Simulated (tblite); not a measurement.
# Geometry relaxation of C₂H₈Cl₂Ga₂O₂

The run: geometry relaxation of C₂H₈Cl₂Ga₂O₂, SMILES C[O][Ga-]1([O]C)[Cl+][GaH2-][Cl+]1. Method and program: GFN2-xTB geometry optimisation, gas phase (tblite 0.8.0).

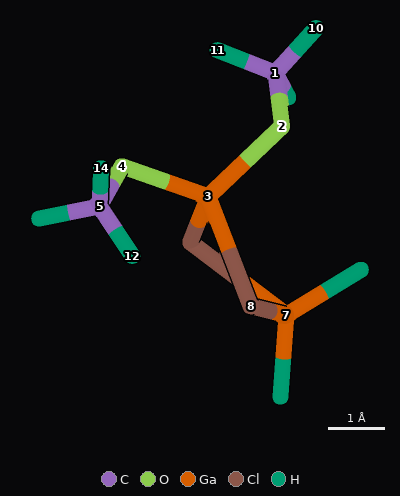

Figure 1. The starting structure (stick view, seen at a tilt; atoms are numbered from 1 in the order of the input). Sticks mark near contacts. Bond lengths as drawn: Cl–Ga 2.18 to 2.22 Å, C–H 1.09 to 1.12 Å, C–O 1.39 Å, Ga–H 1.59 to 1.60 Å and Ga–O 1.81 to 1.83 Å.

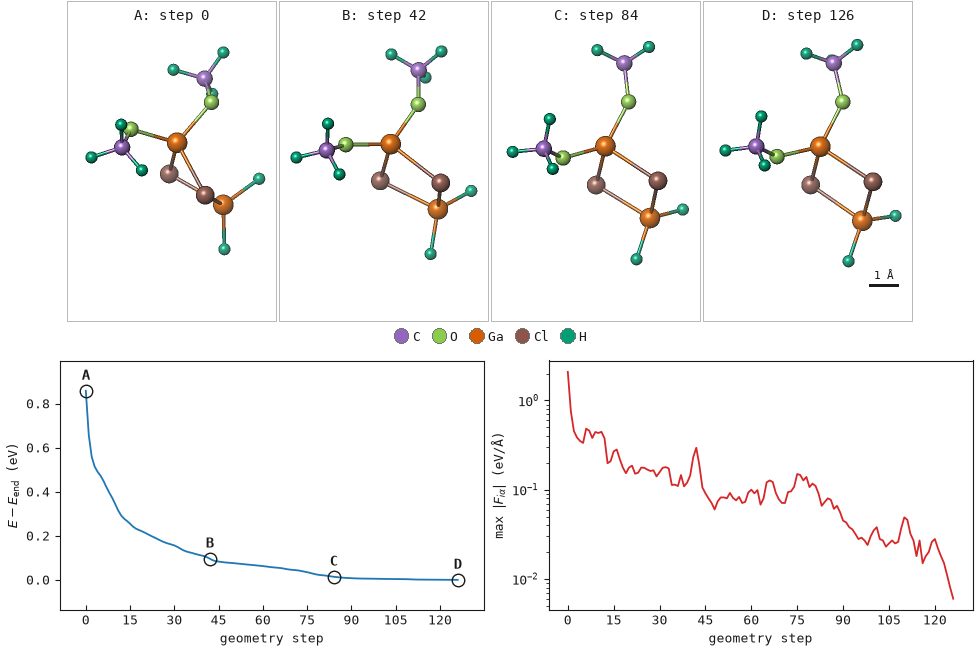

Figure 2. Frames of the relaxation (ball-and-stick view, seen at a tilt) above the curves, on which the letters mark them (steps are counted from 0).

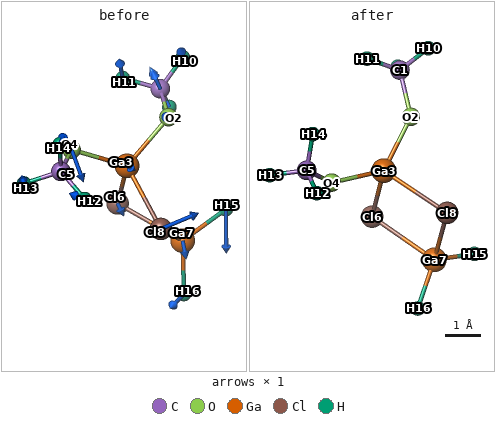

Figure 3. Before (left) and after (right) the relaxation, at one scale (ball-and-stick view, seen at a tilt). The blue arrows give the displacements, at true length. H15 moves most after the best rigid fit: 1.42 Å. Largest moves by element: H 1.42 Å, Cl 1.25 Å, O 1.01 Å, C 0.67 Å, Ga 0.56 Å. Distances before and after: O2–Ga3 1.833 → 1.749 Å, Ga3–Cl8 2.181 → 2.263 Å, Ga3–O4 1.807 → 1.748 Å, Ga7–H15 1.604 → 1.552 Å. Among the angles that change: C1–O2–Ga3 112.1° → 140.6°, Ga3–O4–C5 115.1° → 141.5°, O2–Ga3–O4 113.2° → 128.7°. The energy falls by 0.858 eV in 126 geometry steps. Largest force component: 2.1 eV/Å at the start, 0.006 eV/Å at the end. (Atoms are counted from 1 in the order of the input.)

The input and output of the run follow.

## Input file
```
{"job": {"kind": "relax", "xc": "GFN2-xTB", "basis": "xTB"}, "charge": 0, "multiplicity": 1}
C      0.116300     2.543600    -0.055400
O      0.080600     1.567100     0.937400
Ga    -0.154100    -0.113100     0.242500
O     -1.877900    -0.487500    -0.147300
C     -2.441000    -1.515500     0.599300
Cl     1.173600    -0.576500    -1.465300
Ga     2.699100    -1.025700     0.080200
Cl     0.987600    -1.592300     1.367100
H      1.046900     2.460400    -0.658300
H      0.061400     3.519200     0.498300
H     -0.810900     2.416900    -0.668500
H     -1.752100    -2.069200     1.242200
H     -2.975500    -2.167800    -0.134600
H     -3.246200    -1.078400     1.227000
H      3.407200     0.356100     0.484500
H      3.677600    -2.228500    -0.292900
```

The first line tells a small driver script what to run in tblite; the rest is the geometry in Å.

Launched with:
```bash
OMP_NUM_THREADS=1 python <driver script> task.json out
```

## The program's output
```
step      E/eV     max force
  0    -766.21165    2.194
  1    -766.41217    0.864
  2    -766.51180    0.519
  3    -766.55579    0.489
  4    -766.57970    0.447
  5    -766.59745    0.420
  6    -766.62105    0.570
  7    -766.64964    0.553
  8    -766.67541    0.481
  9    -766.69914    0.510
 10    -766.72721    0.477
 11    -766.75585    0.538
 12    -766.77801    0.447
 13    -766.79251    0.240
 14    -766.80328    0.245
 15    -766.81503    0.307
 16    -766.82820    0.303
 17    -766.83774    0.232
 18    -766.84373    0.193
 19    -766.84944    0.178
 20    -766.85581    0.212
 21    -766.86283    0.228
 22    -766.86979    0.184
 23    -766.87622    0.185
 24    -766.88263    0.192
 25    -766.88941    0.202
 26    -766.89584    0.185
 27    -766.90117    0.185
 28    -766.90559    0.187
 29    -766.90944    0.165
 30    -766.91375    0.177
 31    -766.92007    0.209
 32    -766.92806    0.209
 33    -766.93543    0.206
 34    -766.94081    0.147
 35    -766.94455    0.140
 36    -766.94794    0.139
 37    -766.95185    0.166
 38    -766.95548    0.145
 39    -766.95867    0.141
 40    -766.96224    0.172
 41    -766.96704    0.235
 42    -766.97359    0.304
 43    -766.98095    0.199
 44    -766.98495    0.129
 45    -766.98686    0.100
 46    -766.98895    0.099
 47    -766.99060    0.090
 48    -766.99182    0.071
 49    -766.99278    0.096
 50    -766.99396    0.105
 51    -766.99531    0.088
 52    -766.99671    0.082
 53    -766.99807    0.107
 54    -766.99942    0.091
 55    -767.00073    0.083
 56    -767.00199    0.099
 57    -767.00325    0.101
 58    -767.00459    0.103
 59    -767.00602    0.095
 60    -767.00748    0.106
 61    -767.00910    0.113
 62    -767.01079    0.116
 63    -767.01254    0.083
 64    -767.01381    0.092
 65    -767.01500    0.127
 66    -767.01634    0.129
 67    -767.01855    0.132
 68    -767.02112    0.119
 69    -767.02322    0.105
 70    -767.02450    0.083
 71    -767.02563    0.083
 72    -767.02733    0.101
 73    -767.02979    0.112
 74    -767.03248    0.119
 75    -767.03526    0.157
 76    -767.03835    0.153
 77    -767.04189    0.143
 78    -767.04501    0.164
 79    -767.04743    0.114
 80    -767.04879    0.118
 81    -767.05013    0.110
 82    -767.05201    0.102
 83    -767.05415    0.099
 84    -767.05592    0.109
 85    -767.05739    0.114
 86    -767.05872    0.099
 87    -767.05997    0.073
 88    -767.06103    0.071
 89    -767.06184    0.058
 90    -767.06235    0.054
 91    -767.06305    0.057
 92    -767.06358    0.049
 93    -767.06390    0.047
 94    -767.06412    0.042
 95    -767.06434    0.034
 96    -767.06454    0.034
 97    -767.06472    0.031
 98    -767.06491    0.027
 99    -767.06514    0.032
100    -767.06540    0.040
101    -767.06563    0.040
102    -767.06582    0.032
103    -767.06601    0.032
104    -767.06620    0.025
105    -767.06636    0.029
106    -767.06647    0.028
107    -767.06657    0.026
108    -767.06673    0.032
109    -767.06702    0.042
110    -767.06749    0.053
111    -767.06806    0.050
112    -767.06853    0.035
113    -767.06876    0.028
114    -767.06886    0.020
115    -767.06894    0.028
116    -767.06903    0.019
117    -767.06913    0.024
118    -767.06919    0.023
119    -767.06928    0.027
120    -767.06939    0.030
121    -767.06953    0.026
122    -767.06965    0.021
123    -767.06973    0.016
124    -767.06977    0.013
125    -767.06980    0.010
126    -767.06981    0.007
```

## Trajectory as extended XYZ (Å, eV, eV/Å), 7 of the 127 frames kept, from step=0 to step=126
```
16
Properties=species:S:1:pos:R:3:forces:R:3 step=0 energy=-766.21165
C     0.1163    2.5436   -0.0554   -0.6140   1.1200  -0.2240
O     0.0806    1.5671    0.9374    0.3460  -1.5380   0.5290
Ga   -0.1541   -0.1131    0.2425   -0.9200   1.0190   0.2550
O    -1.8779   -0.4875   -0.1473    1.3420   0.6670  -0.2810
C    -2.4410   -1.5155    0.5993   -2.0930  -0.6590   0.0130
Cl    1.1736   -0.5765   -1.4653    0.2160   0.1830  -1.0090
Ga    2.6991   -1.0257    0.0802    1.1110   0.1540  -0.1090
Cl    0.9876   -1.5923    1.3671    0.1510  -0.5530   1.0050
H     1.0469    2.4604   -0.6583   -0.4980   0.3250   0.0790
H     0.0614    3.5192    0.4983    0.1890  -0.5230  -0.6630
H    -0.8109    2.4169   -0.6685    0.6820   0.4760  -0.1490
H    -1.7521   -2.0692    1.2422   -0.0870  -0.2160  -0.0990
H    -2.9755   -2.1678   -0.1346    0.4900  -0.0660   0.5510
H    -3.2462   -1.0784    1.2270    0.3450  -0.1980   0.0230
H     3.4072    0.3561    0.4845   -0.2210  -0.3580  -0.0120
H     3.6776   -2.2285   -0.2929   -0.4380   0.1670   0.0900
16
Properties=species:S:1:pos:R:3:forces:R:3 step=21 energy=-766.86283
C     0.1370    2.7068   -0.0942    0.0220  -0.1000   0.0370
O     0.2917    1.5213    0.6896   -0.0290   0.1860  -0.0150
Ga   -0.1190   -0.1314    0.2963   -0.0210  -0.0910   0.0330
O    -1.6929   -0.7899   -0.0239   -0.1600  -0.1420   0.0800
C    -2.6078   -1.6838    0.6182    0.1010   0.0340  -0.0310
Cl    1.2523   -0.4815   -1.5331    0.0350  -0.1080  -0.0600
Ga    2.7831   -0.9859    0.0420    0.1360   0.0180   0.0090
Cl    1.1924   -1.3753    1.6214    0.0400   0.0350   0.1200
H     0.9965    2.8166   -0.7647   -0.0150   0.0600   0.0810
H     0.0911    3.5478    0.6014    0.0100   0.0120  -0.0540
H    -0.7704    2.6723   -0.7026   -0.0490   0.0760   0.0550
H    -2.1159   -2.3819    1.3068    0.0380   0.1210  -0.1100
H    -3.0893   -2.2538   -0.1774   -0.0950  -0.0030   0.0250
H    -3.3478   -1.1058    1.1777   -0.0060  -0.0390  -0.0820
H     3.5523    0.2792    0.5350    0.0210  -0.1340  -0.1190
H     3.4391   -2.3457   -0.3365   -0.0260   0.0760   0.0320
16
Properties=species:S:1:pos:R:3:forces:R:3 step=42 energy=-766.97359
C     0.0485    2.8306   -0.0283   -0.0380   0.2950  -0.0640
O     0.1770    1.5462    0.5424   -0.0200  -0.0210   0.0910
Ga   -0.1027   -0.1409    0.2898   -0.0320  -0.1890  -0.0910
O    -1.6153   -0.9524   -0.0237    0.1310   0.0140  -0.0430
C    -2.6505   -1.7370    0.5494   -0.1210  -0.0660   0.0000
Cl    1.2466   -0.8136   -1.4592   -0.0410   0.0250   0.0290
Ga    2.8958   -1.0955    0.0496    0.0430  -0.1350  -0.0380
Cl    1.4318   -0.8914    1.7761   -0.0360  -0.0630   0.0230
H     0.8838    3.0085   -0.7084    0.0130   0.0510  -0.0610
H     0.0868    3.5627    0.7827    0.0230  -0.0140   0.0510
H    -0.8881    2.9724   -0.5729   -0.0200  -0.1160   0.0080
H    -2.2573   -2.4849    1.2424   -0.0070   0.0650   0.0270
H    -3.1610   -2.2631   -0.2679    0.0900   0.1500   0.0560
H    -3.3669   -1.0920    1.0694    0.0500  -0.1020  -0.0260
H     3.8512    0.1239    0.1200    0.0280  -0.0160  -0.0380
H     3.4126   -2.5645   -0.1054   -0.0640   0.1230   0.0760
16
Properties=species:S:1:pos:R:3:forces:R:3 step=63 energy=-767.01254
C    -0.0493    2.9182    0.0042   -0.0070  -0.0680   0.0300
O     0.1884    1.6012    0.4773   -0.0180  -0.0290   0.0000
Ga   -0.0444   -0.1097    0.2524    0.0320   0.0100  -0.0480
O    -1.4139   -1.1476   -0.0072    0.0280   0.0330  -0.0180
C    -2.5948   -1.7357    0.5166    0.0680   0.0460   0.0130
Cl    1.2620   -0.8753   -1.4494    0.0010  -0.0100  -0.0320
Ga    2.9060   -1.2000    0.0549   -0.0120  -0.0410   0.0200
Cl    1.4881   -0.7725    1.7741    0.0570   0.0030   0.0330
H     0.7124    3.1879   -0.7315   -0.0510  -0.0140  -0.0170
H     0.0274    3.5869    0.8625    0.0050   0.0490   0.0530
H    -1.0402    3.0212   -0.4384   -0.0350   0.0000  -0.0510
H    -2.3430   -2.5130    1.2396    0.0030  -0.0260   0.0100
H    -3.1236   -2.1805   -0.3280   -0.0350  -0.0160  -0.0070
H    -3.2355   -0.9965    0.9978   -0.0430   0.0520   0.0020
H     3.9594   -0.0740   -0.1197    0.0150  -0.0140   0.0420
H     3.2933   -2.7017    0.1509   -0.0080   0.0230  -0.0290
16
Properties=species:S:1:pos:R:3:forces:R:3 step=84 energy=-767.05592
C    -0.3439    2.8852    0.0468    0.0340  -0.0060  -0.0060
O     0.1221    1.6162    0.4783   -0.0020  -0.0520   0.0150
Ga    0.1389   -0.0939    0.1388    0.0050  -0.0090  -0.0010
O    -1.1743   -1.2281   -0.0727    0.0170   0.0300  -0.0280
C    -2.4380   -1.5429    0.4885   -0.0370   0.0030  -0.0070
Cl    1.4786   -0.8588   -1.5090    0.0200   0.0510   0.0440
Ga    2.9811   -1.4061    0.1030   -0.0380  -0.0710  -0.0730
Cl    1.6170   -0.7176    1.7491   -0.0040   0.0300  -0.0040
H     0.2446    3.2347   -0.8044   -0.0150   0.0120  -0.0040
H    -0.2038    3.5715    0.8876   -0.0610  -0.0160  -0.0530
H    -1.3996    2.8556   -0.2363    0.0330   0.0170   0.0440
H    -2.3139   -2.2839    1.2800   -0.0250  -0.0080   0.0360
H    -3.0573   -1.9628   -0.3072    0.0080  -0.0160  -0.0310
H    -2.9339   -0.6595    0.8943   -0.0340   0.0180   0.0410
H     4.1913   -0.4432   -0.0014    0.0360  -0.0430   0.0080
H     3.0836   -2.9574    0.1207    0.0640   0.0590   0.0210
16
Properties=species:S:1:pos:R:3:forces:R:3 step=105 energy=-767.06636
C    -0.4092    2.8593    0.0569    0.0110  -0.0100   0.0000
O     0.1239    1.6228    0.5069    0.0130   0.0000  -0.0050
Ga    0.1639   -0.0870    0.1528    0.0090  -0.0090   0.0090
O    -1.1743   -1.1904   -0.0941   -0.0140   0.0020   0.0250
C    -2.4405   -1.4882    0.4785    0.0060   0.0020   0.0090
Cl    1.5406   -0.8104   -1.4933   -0.0090   0.0020  -0.0020
Ga    3.0325   -1.4564    0.0817   -0.0040  -0.0020   0.0020
Cl    1.6817   -0.7056    1.7232   -0.0080   0.0040   0.0210
H     0.1364    3.2142   -0.8195   -0.0080   0.0030  -0.0140
H    -0.2832    3.5755    0.8724   -0.0070  -0.0070   0.0130
H    -1.4704    2.7782   -0.1892   -0.0050  -0.0040  -0.0040
H    -2.3250   -2.2139    1.2876    0.0010   0.0130  -0.0180
H    -3.0595   -1.9217   -0.3108    0.0130   0.0050  -0.0070
H    -2.9337   -0.5952    0.8711    0.0030  -0.0020  -0.0100
H     4.3015   -0.5662    0.0062   -0.0040  -0.0030  -0.0110
H     3.1076   -3.0060    0.1258    0.0040   0.0070  -0.0070
16
Properties=species:S:1:pos:R:3:forces:R:3 step=126 energy=-767.06981
C    -0.4499    2.8320    0.0651    0.0010   0.0010   0.0000
O     0.1985    1.6470    0.5026    0.0030   0.0000  -0.0010
Ga    0.2125   -0.0759    0.2007   -0.0010   0.0040  -0.0050
O    -1.1421   -1.1530   -0.0440    0.0000  -0.0010   0.0010
C    -2.4363   -1.4422    0.4624   -0.0020  -0.0010  -0.0030
Cl    1.5407   -0.8249   -1.4732    0.0040  -0.0040   0.0010
Ga    3.0483   -1.4853    0.0744    0.0010   0.0010  -0.0060
Cl    1.7504   -0.6897    1.7429    0.0010  -0.0040   0.0050
H     0.0356    3.2205   -0.8330   -0.0040  -0.0010   0.0060
H    -0.3578    3.5632    0.8720   -0.0010  -0.0030  -0.0020
H    -1.5087    2.6633   -0.1465    0.0010   0.0020  -0.0020
H    -2.3670   -2.1674    1.2759    0.0000   0.0020   0.0040
H    -3.0141   -1.8731   -0.3588   -0.0040   0.0000  -0.0010
H    -2.9446   -0.5457    0.8259    0.0010   0.0020   0.0010
H     4.3339   -0.6245   -0.0439   -0.0030   0.0000   0.0000
H     3.0931   -3.0353    0.1335    0.0030   0.0020   0.0010
```

## Results in brief

- outcome: converged
- total energy: −767.0698 eV
- hardware: 1 CPU thread, shared host
- wall time: 2.1 s
- peak memory: 0.18 GiB
